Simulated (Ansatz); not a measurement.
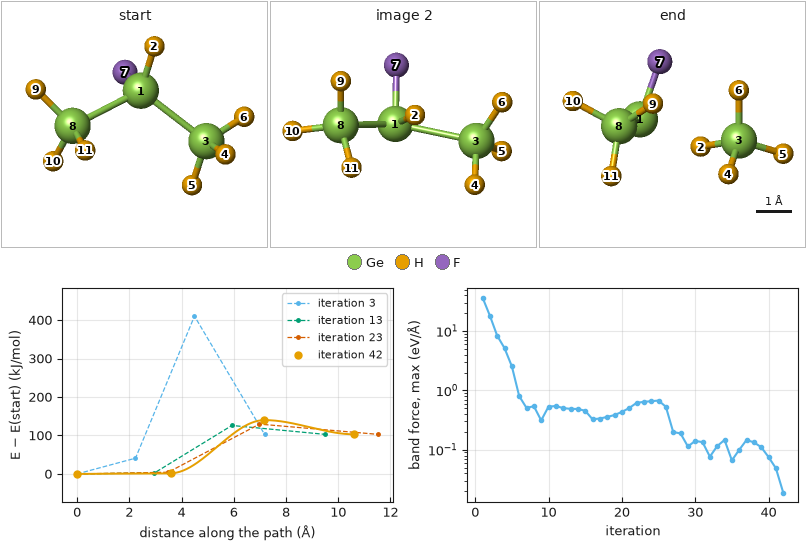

A nudged-elastic-band calculation for Ge$_{3}$H$_{7}$F. Images are numbered from 0 (start) to 3 (end). The plot follows the band through its iterations. A ball-and-stick model, seen at a tilt.

Level of theory: Ansatz 0.2.0, RKS PBE/def2-SVP. Run with 2 movable images; climbing image; force threshold 0.03 eV/Å; iteration limit 60; starting path through a guess of the saddle point.

Judge this run.

Answer. The run is converged, with reservations. The band converged in 42 iterations. The largest component of the band force went from 37 to 0.019 eV/Å. The climbing image converged on the top of the path. Its curvatures weren't checked. So few images resolve the path coarsely. The first iteration put the highest image at 1203.4 kJ/mol. The energy climbs by 139.8 kJ/mol to image 2 and then falls by 36.9 kJ/mol, so the end point sits at +102.9 kJ/mol.
